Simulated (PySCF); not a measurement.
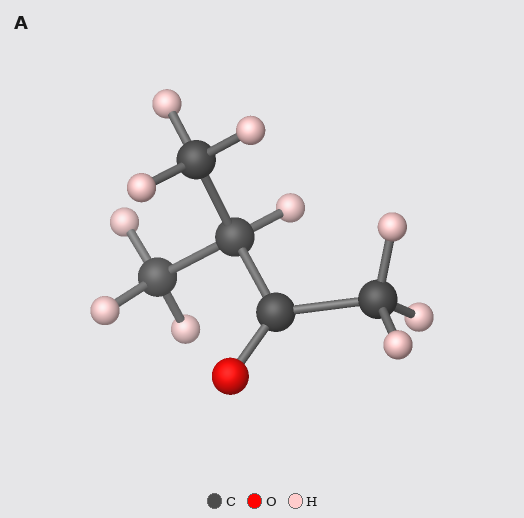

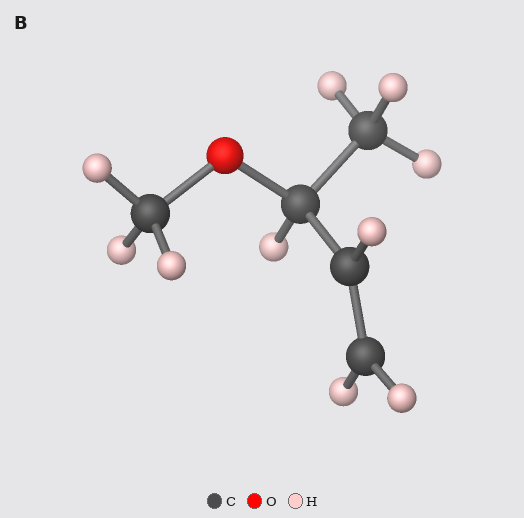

2 stationary structures of one formula. Geometries: GFN2-xTB. Electronic energies: CAM-B3LYP/def2-SVPD (PySCF 2.14.0), without zero-point energy. No frequency run is at hand to confirm each as a minimum. Each is one conformer, not always the lowest.

Question: Which is lowest in energy, and by how much?

Answer: A is lowest; B lies 27.6 kcal/mol above it. A is `CC(=O)C(C)C`, B is `C=C[C@H](C)OC`.
